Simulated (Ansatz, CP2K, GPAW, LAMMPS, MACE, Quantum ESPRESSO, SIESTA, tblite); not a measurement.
# CP2K on amorphous Ge (61 atoms): settings against a plane-wave reference

Aim: run amorphous Ge (61 atoms) in CP2K and see how near its forces come to a plane-wave reference, and at what cost.

Method: the method is named at each step, in CP2K 2026.2.

**1. The structure**

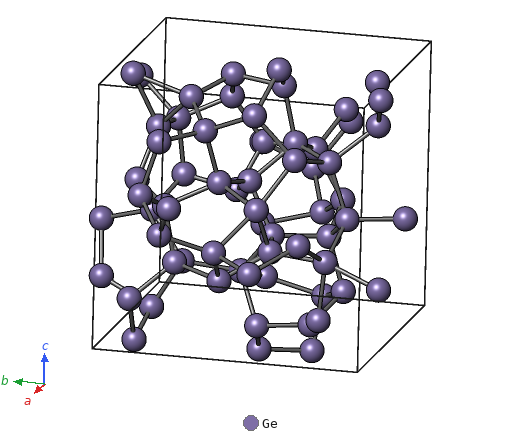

The cell as given, from a free direction (germanium purple). Some periodic images of atoms are drawn too.

The cell holds 61 atoms: 61 Ge. Its edges and angles: a = 11.512 Å, b = 11.512 Å, c = 11.512 Å, α = 90.0°, β = 90.0°, γ = 90.0°. 61 atoms (61 Ge) placed at random at 4.82 g/cm³, melted at 3500 K for 10 ps at fixed volume with the Tersoff potential (Tersoff, Phys. Rev. B 39, 5566 (1989)). Quenched from 3500 K to 100 K at 5 K/ps and fixed volume, held 5 ps, then minimised at fixed cell.

The yardstick, on the same geometry:

| Property | Result |
| --- | --- |
| method | Kohn-Sham DFT, PBE, SSSP efficiency 1.3.0 pseudopotentials, plane waves (Quantum ESPRESSO 7.5); sssp-pbe-1.3.0-efficiency, cutoffs 45/360 Ry, Γ point |
| r.m.s. force component | 0.2388 eV/Å |
| longest force | 1.209 eV/Å |
| pressure | 0.331 GPa |
| time | 3.4 min on 4 MPI ranks of Arm Neoverse V1, shared host |
| CPU time | 13 min |

**2. PBE, DZVP-UZH, 350/50 Ry, diagonalisation**

Method: Kohn-Sham DFT, PBE, GTH-PBE pseudopotentials, Gaussian and plane waves, DZVP-MOLOPT (UZH set), diagonalisation.

input.inp

```
&GLOBAL
  PROJECT cell
  RUN_TYPE ENERGY_FORCE
  PRINT_LEVEL LOW
&END GLOBAL
&FORCE_EVAL
  METHOD QS
  STRESS_TENSOR ANALYTICAL
  &DFT
    BASIS_SET_FILE_NAME BASIS_MOLOPT_UZH
    POTENTIAL_FILE_NAME POTENTIAL_UZH
    &MGRID
      CUTOFF 350
      REL_CUTOFF 50
    &END MGRID
    &QS
      EPS_DEFAULT 1.0E-12
    &END QS
    &SCF
      SCF_GUESS ATOMIC
      EPS_SCF 1.0E-06
      MAX_SCF 200
      ADDED_MOS 27
      &DIAGONALIZATION
        ALGORITHM STANDARD
      &END DIAGONALIZATION
      &SMEAR ON
        METHOD FERMI_DIRAC
        ELECTRONIC_TEMPERATURE [K] 580
      &END SMEAR
      &MIXING
        METHOD BROYDEN_MIXING
        ALPHA 0.15
        NBROYDEN 8
      &END MIXING
      &PRINT
        &RESTART OFF
        &END RESTART
      &END PRINT
    &END SCF
    &XC
      &XC_FUNCTIONAL PBE
      &END XC_FUNCTIONAL
    &END XC
    &PRINT
      &MULLIKEN ON
      &END MULLIKEN
      &HIRSHFELD ON
        SHAPE_FUNCTION DENSITY
      &END HIRSHFELD
      &MO ON
        EIGENVALUES T
        OCCUPATION_NUMBERS T
        MO_INDEX_RANGE 111 134
        &EACH
          QS_SCF 0
        &END EACH
        ADD_LAST NUMERIC
      &END MO
    &END PRINT
  &END DFT
  &SUBSYS
    &CELL
      A 11.51210 0.00000 0.00000
      B 0.00000 11.51210 0.00000
      C 0.00000 0.00000 11.51210
    &END CELL
    &COORD
      SCALED
      Ge 0.61375 0.27767 0.05761
      Ge 0.20804 0.95453 0.23365
      Ge 0.99885 0.97291 0.27892
      Ge 0.62929 0.26978 0.72823
      Ge 0.19287 0.96700 0.58210
      Ge 0.40559 0.48708 0.26146
      Ge 0.90153 0.17218 0.56666
      Ge 0.57874 0.22414 0.38823
      Ge 0.89280 0.69759 0.66155
      Ge 0.76708 0.43131 0.77615
      Ge 0.66442 0.14943 0.89674
      Ge 0.99766 0.18479 0.75885
      Ge 0.32267 0.11894 0.91490
      Ge 0.39387 0.68786 0.50384
      Ge 0.28000 0.30886 0.20601
      Ge 0.49004 0.86676 0.42429
      Ge 0.13914 0.53512 0.87851
      Ge 0.57803 0.43769 0.37355
      Ge 0.44020 0.66749 0.14591
      Ge 0.97592 0.38732 0.83240
      Ge 0.98782 0.98098 0.49261
      Ge 0.41400 0.79556 0.82418
      Ge 0.68478 0.14912 0.55931
      Ge 0.39748 0.30133 0.01673
      Ge 0.98806 0.17604 0.06397
      Ge 0.78031 0.72407 0.30180
      Ge 0.87524 0.07918 0.91094
      Ge 0.44784 0.39105 0.69421
      Ge 0.23591 0.58424 0.36741
      Ge 0.94185 0.38384 0.51444
      Ge 0.83189 0.82825 0.50072
      Ge 0.61359 0.86697 0.75694
      Ge 0.77401 0.75266 0.83857
      Ge 0.10113 0.45716 0.20910
      Ge 0.88316 0.16291 0.24540
      Ge 0.20800 0.13993 0.72060
      Ge 0.28616 0.30066 0.58620
      Ge 0.74841 0.44510 0.07318
      Ge 0.47304 0.62499 0.94000
      Ge 0.67120 0.14189 0.21070
      Ge 0.95478 0.38370 0.04318
      Ge 0.58250 0.80134 0.23987
      Ge 0.36213 0.21063 0.39795
      Ge 0.78529 0.52487 0.59044
      Ge 0.26854 0.77559 0.65966
      Ge 0.14253 0.46757 0.54279
      Ge 0.63215 0.95601 0.10107
      Ge 0.08264 0.64350 0.08080
      Ge 0.75353 0.50866 0.27661
      Ge 0.92182 0.37440 0.31003
      Ge 0.31925 0.00190 0.40871
      Ge 0.68258 0.57554 0.91488
      Ge 0.24044 0.73992 0.19283
      Ge 0.64852 0.93385 0.55868
      Ge 0.81677 0.88852 0.99920
      Ge 0.35384 0.46194 0.88019
[... 1 atom lines left out ...]
      Ge 0.92685 0.79876 0.15968
      Ge 0.19751 0.12596 0.09701
      Ge 0.50615 0.99373 0.91795
      Ge 0.10786 0.63201 0.68839
    &END COORD
    &KIND Ge
      BASIS_SET DZVP-MOLOPT-PBE-GTH-q4
      POTENTIAL GTH-PBE-q4
    &END KIND
  &END SUBSYS
  &PRINT
    &FORCES ON
    &END FORCES
    &STRESS_TENSOR ON
    &END STRESS_TENSOR
  &END PRINT
&END FORCE_EVAL
```

Run with:

```sh
$ OMP_NUM_THREADS=2 cp2k.psmp -i input.inp > output.txt
```

Numbers of over 12 decimals in the logs are rounded to 6 here.

The program printed:

```text
CP2K| version string:                                       CP2K version 2026.2
 CP2K| Input file name                                                 input.inp
 GLOBAL| Basis set file name                                    BASIS_MOLOPT_UZH
 GLOBAL| Potential file name                                       POTENTIAL_UZH
 GLOBAL| Run type                                                   ENERGY_FORCE
 GLOBAL| Total number of message passing processes                             1
 GLOBAL| Number of threads for this process                                    2
 TOTAL NUMBERS AND MAXIMUM NUMBERS
  Total number of            - Atomic kinds:                                   1
                             - Atoms:                                         61
                             - Shell sets:                                    61
                             - Shells:                                       305
                             - Primitive Cartesian functions:                244
                             - Cartesian basis functions:                    854
                             - Spherical basis functions:                    793
  Maximum angular momentum of the orbital basis functions:                     2
 SCF PARAMETERS         Density guess:                                    ATOMIC
                        max_scf:                                             200
                        eps_scf:                                        1.00E-06
                        added MOs                                        27    0
                        Mixing method:                            BROYDEN_MIXING
                                                charge density mixing in g-space
                        Smear method:                                FERMI_DIRAC
                        Electronic temperature [K]:                        580.0
                        Electronic temperature [a.u.]:                  1.84E-03
                        Accuracy threshold:                             1.00E-10
 Extrapolation method: initial_guess
 Number of electrons:                                                        244
 Number of occupied orbitals:                                                122
 Number of molecular orbitals:                                               149
 Number of orbital functions:                                                793
 Number of independent orbital functions:                                    793
 SCF WAVEFUNCTION OPTIMIZATION
  Step     Update method      Time    Convergence         Total energy    Change
     1 NoMix/Diag. 0.15E+00    2.8     0.42285688      -242.3221667361 -2.42E+02
     2 Broy./Diag. 0.15E+00    3.7     0.02899910      -238.0983865568  4.22E+00
     3 Broy./Diag. 0.15E+00    3.7     0.10339682      -238.2796445775 -1.81E-01
     4 Broy./Diag. 0.15E+00    3.7     0.05564233      -239.1209302547 -8.41E-01
[...]
19 Broy./Diag. 0.15E+00    3.9     0.00000145      -239.1769087486  3.18E-05
    20 Broy./Diag. 0.15E+00    3.9     0.00000021      -239.1769021241  6.62E-06
  *** SCF run converged in    20 steps ***
  Electronic density on regular grids:       -243.9999999999        0.0000000001
  Core density on regular grids:              243.9999999991       -0.0000000009
  Total charge density on r-space grids:       -0.0000000008
  Total charge density g-space grids:          -0.0000000008
  Overlap energy of the core charge distribution:               2.77504e-07
  Self energy of the core charge distribution:               -509.442073
  Core Hamiltonian energy:                                    118.939451
  Hartree energy:                                             221.881776
  Exchange-correlation energy:                                -70.551642
  Electronic entropic energy:                                  -0.00441404
  Fermi energy:                                                 0.131156
  Total energy:                                              -239.176902
  Total energy (extrapolated to T->0):                       -239.174695
 MO| EIGENVALUES AND OCCUPATION NUMBERS
 MO|
 MO|  Index      Eigenvalue [a.u.]        Eigenvalue [eV]             Occupation
 MO|    111               0.091862               2.499702               2.000000
 MO|    112               0.092513               2.517401               2.000000
 MO|    113               0.094246               2.564565               2.000000
[...]
MO|    133               0.173772               4.728571               0.000000
 MO|    134               0.176770               4.810145               0.000000
 MO| Sum:                                                             244.000000
 MO| E(Fermi):            0.131156 a.u.          3.568937 eV
 !-----------------------------------------------------------------------------!
                     Mulliken Population Analysis
 #  Atom  Element  Kind  Atomic population                           Net charge
       1     Ge       1          3.998483                              0.001517
       2     Ge       1          3.968151                              0.031849
       3     Ge       1          4.067510                             -0.067510
[...]
60     Ge       1          4.036749                             -0.036749
      61     Ge       1          3.994951                              0.005049
 # Total charge                            244.000000                  0.000000
 !-----------------------------------------------------------------------------!
 !-----------------------------------------------------------------------------!
                           Hirshfeld Charges
  #Atom  Element  Kind  Ref Charge     Population                    Net charge
      1       Ge     1       4.000          4.007                        -0.007
      2       Ge     1       4.000          4.022                        -0.022
      3       Ge     1       4.000          4.001                        -0.001
[...]
60       Ge     1       4.000          4.013                        -0.013
     61       Ge     1       4.000          4.006                        -0.006
  Total Charge                                                           -0.000
 !-----------------------------------------------------------------------------!
 ENERGY| Total FORCE_EVAL ( QS ) energy [hartree]           -239.176906
 FORCES| Atomic forces [hartree/bohr]
 FORCES|   Atom     x               y               z               |f|
 FORCES|      1 -3.09205742E-03  7.61593270E-03 -1.27686527E-03   8.31827115E-03
 FORCES|      2 -1.70716373E-03 -2.63621902E-03 -3.84414155E-03   4.96401884E-03
 FORCES|      3 -1.36142612E-03 -6.57801562E-03  1.12210515E-03   6.81049855E-03
[...]
FORCES|     60  4.21856642E-03 -1.40617142E-03  4.87371299E-03   6.59747672E-03
 FORCES|     61 -4.80226661E-03  3.54483882E-03  6.32408241E-04   6.00229848E-03
 FORCES| Sum     4.73297749E-08  1.42603427E-08  1.36290623E-07
 FORCES| Total atomic force                                       1.44977926E-07
 STRESS| Analytical stress tensor [bar]
 STRESS|                        x                   y                   z
 STRESS|      x       -1.22857882688E+04   1.38785981308E+04  -3.30564422474E+03
 STRESS|      y        1.38785981308E+04   8.85624805724E+03  -8.29578584853E+03
 STRESS|      z       -3.30564422474E+03  -8.29578584853E+03   3.49091225778E+04
 STRESS| 1/3 Trace                                             1.04931941221E+04
```

Run time: 88 s. Hardware: 2 threads of Arm Neoverse V1, shared host; peak memory 1.8 GiB; 2.7 min of CPU time.

Banners, paths, timers and routine set-up lines are dropped from the logs unmarked, and long logs keep their key lines alone; longer cuts are marked.

Against the reference:

```yaml
r_m_s_force_component: 0.2393 eV/Å
r_m_s_difference_of_force_components: 27.6 meV/Å
longest_difference_of_force_vectors: 132.3 meV/Å
force_difference_over_r_m_s_force: 11.56 %
slope_of_forces_against_the_reference_s: 0.9954
correlation_of_force_components: 0.9933
pressure: 1.049 GPa
pressure_difference: 0.7183 GPa
```

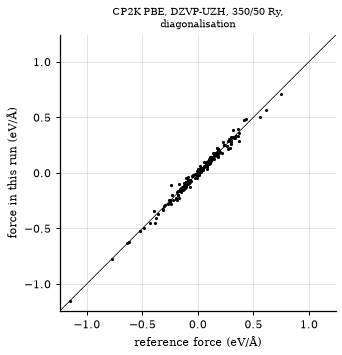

Force components against those of the reference; the line marks equality.

The surroundings of Ge33, picked at random, nearest first, numbered as they follow in the input and with coordinates relative to it.

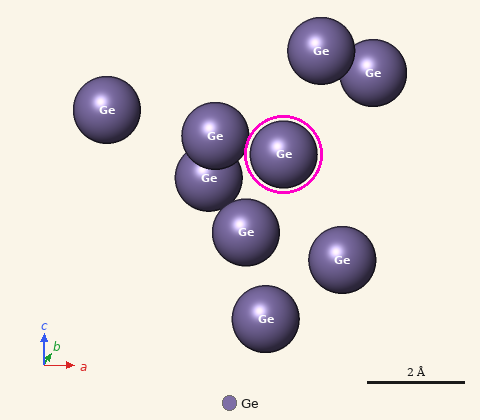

The atoms of the table, within 4.0 Å (arrows a, b, c point along x, y, z); some may hide others; the central atom is ringed.

```tsv
atom	x	y	z	distance (Å)	bonds	Hirshfeld charge (e)	Fx	Fy	Fz (eV/Å)
Ge33	0.00	0.00	0.00	0.00	4	0.00	0.22	-0.02	0.14
Ge32	-1.85	1.32	-0.94	2.45	4	0.00	-1.15	-0.26	0.22
Ge52	-1.05	-2.04	0.88	2.46	4	0.00	0.03	-0.07	0.09
Ge55	0.49	1.56	1.85	2.47	4	0.00	0.27	0.18	0.14
Ge9	1.37	-0.63	-2.04	2.53	4	0.01	0.32	-0.16	0.19
Ge10	-0.08	-3.70	-0.72	3.77	4	-0.01	-0.01	-0.28	-0.24
Ge44	0.13	-2.62	-2.86	3.88	4	-0.01	-0.30	0.13	0.30
Ge39	-3.46	-1.47	1.17	3.94	4	0.00	0.09	0.18	0.05
Ge27	1.17	3.76	0.83	4.02	4	0.00	0.09	-0.04	-0.23
```

Forces lie 12 % from the reference's, at 0.20 times its CPU time (on 2 against 4 cores).

**3. PBE, SZV-MOLOPT-SR, 350/50 Ry, diagonalisation**

Method: Kohn-Sham DFT, PBE, GTH-PBE pseudopotentials, Gaussian and plane waves, SZV-MOLOPT-SR-GTH, diagonalisation.

Changes to input.inp since step 2:

```diff
@@ -9,4 +9,4 @@
   &DFT
-    BASIS_SET_FILE_NAME BASIS_MOLOPT_UZH
-    POTENTIAL_FILE_NAME POTENTIAL_UZH
+    BASIS_SET_FILE_NAME BASIS_MOLOPT
+    POTENTIAL_FILE_NAME GTH_POTENTIALS
     &MGRID
@@ -67,8 +67,8 @@
     &END CELL
-    &COORD
-      SCALED
-[... 61 atom lines left out: the same atoms as in the first run ...]
-    &END COORD
+    &TOPOLOGY
+      COORD_FILE_NAME structure.xyz
+      COORD_FILE_FORMAT XYZ
+    &END TOPOLOGY
     &KIND Ge
-      BASIS_SET DZVP-MOLOPT-PBE-GTH-q4
+      BASIS_SET SZV-MOLOPT-SR-GTH-q4
       POTENTIAL GTH-PBE-q4
```

structure.xyz

```xyz
61

Ge 7.06555 3.19656 0.66321
Ge 2.39498 10.98864 2.68980
Ge 11.49886 11.20024 3.21095
Ge 7.24445 3.10573 8.38346
Ge 2.22034 11.13220 6.70119
Ge 4.66919 5.60731 3.00995
Ge 10.37850 1.98215 6.52345
Ge 6.66251 2.58032 4.46934
Ge 10.27800 8.03073 7.61583
Ge 8.83070 4.96528 8.93512
Ge 7.64887 1.72025 10.32336
Ge 11.48516 2.12732 8.73596
Ge 3.71461 1.36925 10.53242
Ge 4.53427 7.91871 5.80026
Ge 3.22339 3.55563 2.37161
Ge 5.64139 9.97823 4.88447
Ge 1.60179 6.16035 10.11349
Ge 6.65434 5.03873 4.30034
Ge 5.06763 7.68421 1.67973
Ge 11.23489 4.45887 9.58267
[... 37 atom lines left out ...]
Ge 10.66999 9.19540 1.83825
Ge 2.27375 1.45006 1.11679
Ge 5.82685 11.43992 10.56753
Ge 1.24170 7.27576 7.92481
```

Run with:

```sh
$ OMP_NUM_THREADS=1 cp2k.psmp -i input.inp > output.txt
```

The program printed:

```text
CP2K| version string:                                       CP2K version 2026.2
 CP2K| Input file name                                                 input.inp
 GLOBAL| Basis set file name                                        BASIS_MOLOPT
 GLOBAL| Potential file name                                      GTH_POTENTIALS
 GLOBAL| Run type                                                   ENERGY_FORCE
 GLOBAL| Total number of message passing processes                             1
 GLOBAL| Number of threads for this process                                    1
[... lines left out ...]
                        Smear method:                                FERMI_DIRAC
[... lines left out ...]
 Number of electrons:                                                        244
[... lines left out ...]
  Step     Update method      Time    Convergence         Total energy    Change
[... lines left out ...]
  *** SCF run converged in    20 steps ***
[... lines left out ...]
  Fermi energy:                                                 0.188465
  Total energy:                                              -236.694851
  Total energy (extrapolated to T->0):                       -236.692352
[... lines left out ...]
 MO| E(Fermi):            0.188465 a.u.          5.128390 eV
[... lines left out ...]
     61       Ge     1       4.000          4.000                        -0.000
  Total Charge                                                           -0.000
 !-----------------------------------------------------------------------------!
 ENERGY| Total FORCE_EVAL ( QS ) energy [hartree]           -236.694888
 FORCES| Atomic forces [hartree/bohr]
 FORCES|   Atom     x               y               z               |f|
 FORCES|      1  1.20870280E-03 -7.54462866E-04 -3.65471532E-03   3.92264206E-03
 FORCES|      2 -7.20734064E-03  2.08785232E-03 -1.62128791E-03   7.67681320E-03
 FORCES|      3  3.99562625E-03 -4.17059060E-03  1.05887729E-02   1.20615491E-02
[...]
FORCES|     60  1.57229714E-02 -8.15214563E-04  7.40669423E-03   1.73992967E-02
 FORCES|     61 -1.40364996E-04  4.91558708E-03  2.91702230E-03   5.71766716E-03
 FORCES| Sum    -5.21611813E-07 -1.01246373E-06  1.40269618E-06
 FORCES| Total atomic force                                       1.80685314E-06
 STRESS| Analytical stress tensor [bar]
 STRESS|                        x                   y                   z
 STRESS|      x       -7.45559058005E+04   2.30845644698E+04  -6.87674675304E+03
 STRESS|      y        2.30845644698E+04  -4.07746821055E+04  -1.97017266074E+04
 STRESS|      z       -6.87674675304E+03  -1.97017266074E+04  -9.04133224220E+03
 STRESS| 1/3 Trace                                            -4.14573067161E+04
```

Wall time 75 s (1 thread); peak memory 1.7 GiB.

Against the reference:

```
r.m.s. force component                  : 0.3761 eV/Å
r.m.s. difference of force components   : 292.4 meV/Å
longest difference of force vectors     : 1179 meV/Å
force difference over r.m.s. force      : 122.4 %
slope of forces against the reference's : 0.9909
correlation of force components         : 0.6291
pressure                                : -4.146 GPa
pressure difference                     : -4.477 GPa
```

This is a coarse setting, run to see what it loses.

Against the first run (12 %), the force difference from the reference is 122 %, at 0.47 times the CPU time (on 1 against 2 cores), with 244 basis functions against 793; this set comes with other potentials too, so the change isn't the basis's alone.

(Part 1 of 3 ends here.)

[Also dropped from logs without a mark: logging warnings of Python, and SIESTA's first energy breakdown and zero terms.]

[Logs are printed without paths, hosts, clocks, repeated set-up lines and the standing remarks that a program may print on its own settings, such as how far it seeks lower states.]

[Hosts, paths, dates, database ids (printed as entryN), source tags and the programs' standing remarks are cut or masked in the printed files.]
